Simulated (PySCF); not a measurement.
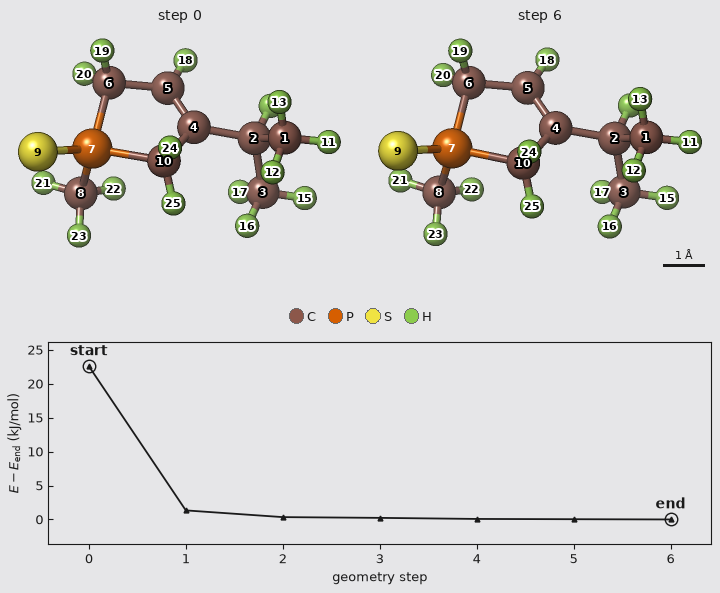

First and last geometry of a relaxation of C₈H₁₅PS, with the history of the run. Style: ball-and-stick. Shown at a tilt.

The start comes from GFN2-xTB. Its atoms were then displaced at random by about 0.01 Å.

These are results of PBE0-D3(BJ)/def2-SVP geometry optimisation, gas phase in PySCF 2.14.0, density-fitted response routines, not measurements. 

What do the curves and the structures tell?

Answer. It converged. An H atom moves most after the best rigid fit: 0.11 Å. Largest moves by element: H 0.11 Å, C 0.07 Å, S 0.03 Å, P 0.01 Å. Among the contacts that change: C–H 1.060 → 1.100 Å, C–C 1.310 → 1.345 Å, C–C 1.539 → 1.506 Å, C–C 1.506 → 1.528 Å. Among the angles between lasting bonds that change: C–C–H 114.4° → 111.4°, C–C–H 124.4° → 121.5°, H–C–H 109.9° → 107.2°. Over 6 geometry steps the energy falls by 22.6 kJ/mol.

```csv
step,"E − E(0), kJ/mol"
0,0.00
1,-21.24
2,-22.23
3,-22.34
4,-22.50
5,-22.54
6,-22.58
```
